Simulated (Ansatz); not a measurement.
Input file:

```
crystal:
  periodic: [false, false, false]
  atoms:
    - { symbol: B, position_ang: [-1.6872, 0.3482, 1.0242] }
    - { symbol: O, position_ang: [-0.3761, -0.136, 0.9938] }
    - { symbol: C, position_ang: [0.369, -0.1741, 0.0199] }
    - { symbol: C, position_ang: [0.1085, 0.3496, -1.3486] }
    - { symbol: C, position_ang: [1.7644, -0.775, 0.2471] }
    - { symbol: H, position_ang: [-2.1856, 0.2887, 2.1073] }
    - { symbol: H, position_ang: [-2.3951, -0.2128, 0.2539] }
    - { symbol: H, position_ang: [-1.6956, 1.5677, 0.7191] }
    - { symbol: H, position_ang: [-0.2025, 1.4382, -1.25] }
    - { symbol: H, position_ang: [0.8708, 0.2095, -2.0417] }
    - { symbol: H, position_ang: [-0.8545, -0.2165, -1.7124] }
    - { symbol: H, position_ang: [2.399, -0.7517, -0.6407] }
    - { symbol: H, position_ang: [2.2425, -0.1583, 1.0319] }
    - { symbol: H, position_ang: [1.6295, -1.8066, 0.625] }
basis:
  gaussian:
    orbitals: cc-pVDZ
hamiltonian:
  xc: cam_b3lyp
output:
  orbitals: {}
```

Run with:

```sh
python
```

All numbers below come from Ansatz 0.2.0, SCF cam_b3lyp, Gaussian basis.

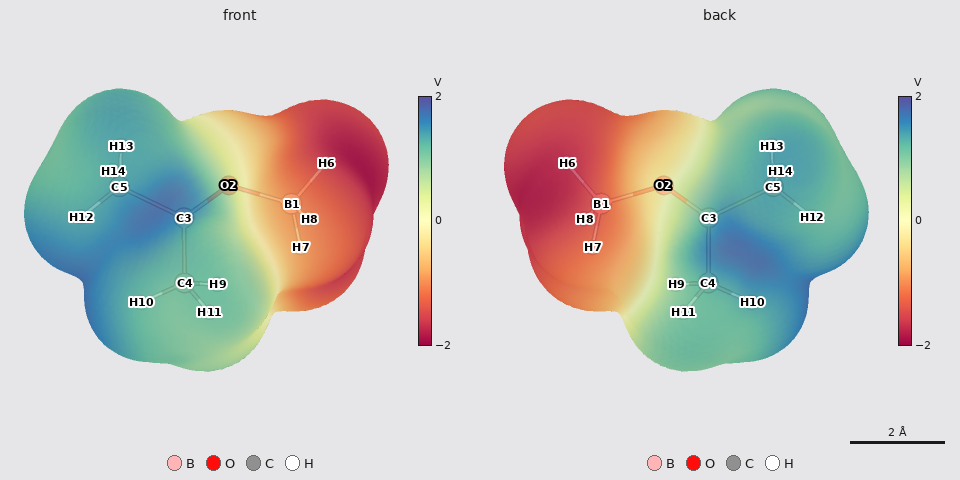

C3H9BO (SMILES [BH3-][O+]=C(C)C). The molecular electrostatic potential painted on the density surface at 0.002 e/bohr³, seen from the front and from behind; red is negative and blue positive.

Where is the surface potential most negative and most positive?

Answer. The most negative region (about −1.9 V, or −44 kcal/mol for a unit charge) lies over H6, the most positive (about +1.8 V, or +42 kcal/mol for a unit charge) over the π face of C3 and C5.
